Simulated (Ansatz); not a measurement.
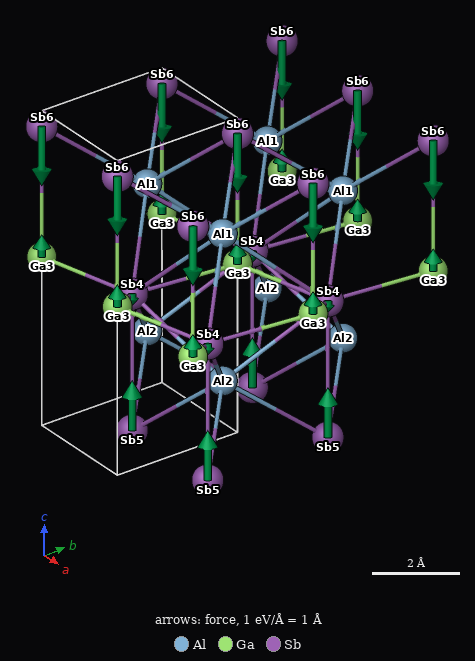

Starting geometry of crystalline Al2GaSb3 (a generated structure, set up in P3m1) (coarse preliminary run) with the computed forces as green arrows. The picture is a ball-and-stick view of the cell of the calculation, repeated 2 × 2 × 1 with one cell outlined, seen slightly off an axis.

Theory: DFT PBE, scalar-relativistic, plane waves, PAW in Ansatz.

Input file:
```yaml
crystal:
  lattice:
    - [4.5781296, 0.0, 0.0]
    - [-2.2890648, 3.96477654, 0.0]
    - [0.0, 0.0, 7.58371408]
  atoms:
    - { symbol: Al, position: [0.33333333, 0.66666667, 0.73048693] }
    - { symbol: Al, position: [0.33333333, 0.66666667, 0.26185635] }
    - { symbol: Ga, position: [0.0, 0.0, 0.53561807] }
    - { symbol: Sb, position: [0.66666667, 0.33333333, 0.47781441] }
    - { symbol: Sb, position: [0.66666667, 0.33333333, 0.04454629] }
    - { symbol: Sb, position: [0.0, 0.0, 0.94967699] }
basis:
  ecutwfc: 420
kpoints:
  mp_grid: { grid: [6, 6, 2] }
hamiltonian:
  xc: pbe
scf:
  occupations: { method: gaussian, width: 0.1 }
  lower_state_search: "off"
output:
  forces: true
  stress: true
  eigenvalues: true
relax:
  adjacent_minimum: "off"
  f_tol: 0.04
  max_steps: 70
  cell: { stress_tol: 0.4 }
```

Run as
```bash
ansatz run input.yaml --threads 1 --pin off --max-ram 2560MiB --backend cpu --events-out ev --progress --plain --runs-dir out
```

**What follows when this structure is relaxed?**

It isn't relaxed: the largest force vector, on Sb6, is 1.45 eV/Å. The final displacements have little in common with the starting forces (cosine between the two patterns −0.05). After 31 accepted moves (37 points after the start) the energy has fallen by 402 meV per atom. Largest force component: 1.4 eV/Å at the start, 0.0083 eV/Å at the end. Pressure: 8.98 GPa at the start and 0.03 GPa at the end. The line search rejected the trial steps at points 17, 24, 32, 35 of the run. The SCF was repeated twice at an unchanged geometry on a basis and grid sized afresh for the cell, which shifted the energy by 6.4 meV per atom at most. The largest move relative to the cell is that of Ga3, 2.66 Å along −c. By element the largest moves are Ga 2.66 Å, Al 1.57 Å, Sb 0.97 Å. The volume changes by +7.4 %, with a = b 4.578 → 4.149 Å (−9.4 %), c 7.584 → 9.914 Å (+30.7 %). Some distances before and after: Ga3–Sb6 3.140 → 6.261 Å, Ga3–Sb5 4.567 → 2.903 Å, Sb4–Sb5 3.286 → 4.695 Å, Ga3–Sb4 2.679 → 3.882 Å. Bonds break: Ga3–Sb4 (2.68 → 3.88 Å), Ga3–Sb6 (3.14 → 6.26 Å), Sb4–Sb5 (3.29 → 4.70 Å). Bond angles that change, for instance: Sb5–Sb6–Sb5 113.4° → 83.1°, Al1–Sb6–Sb5 74.4° → 92.4°, Al1–Sb6–Sb5 163.1° → 174.0°. The space group stays P3m1 (No. 156).

Limits of the set-up: the k-point mesh is coarse for a cell with partly filled bands.
